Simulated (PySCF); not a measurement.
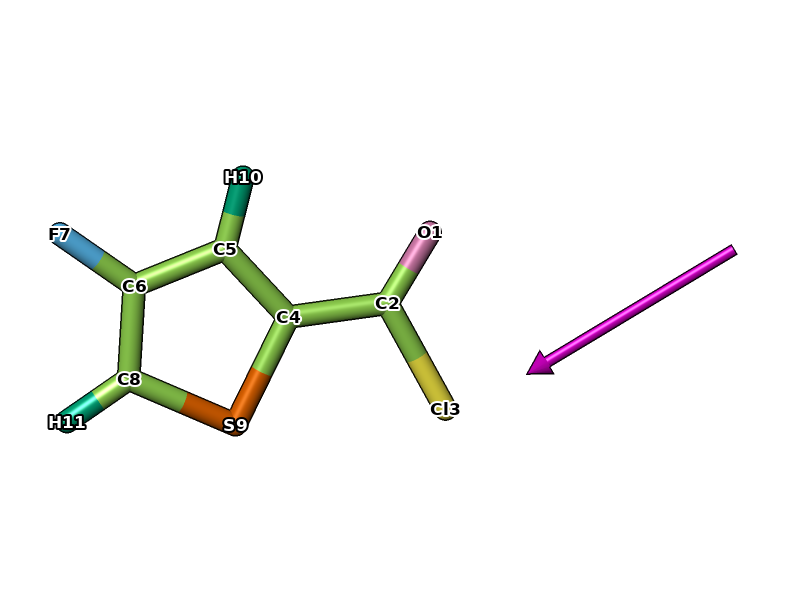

The arrow beside the molecule shows the direction of the dipole moment, from the negative to the positive end (its length means nothing). The computed structure is the end point of a GFN2-xTB optimisation. No frequency run is at hand to confirm it as a minimum. Properties computed with CAM-B3LYP/def2-SVPD, gas phase (PySCF 2.14.0).

### Estimate the dipole moment.

2.97 D; it points from the side of O1 to the side of H11 (the outermost atoms at the two ends).
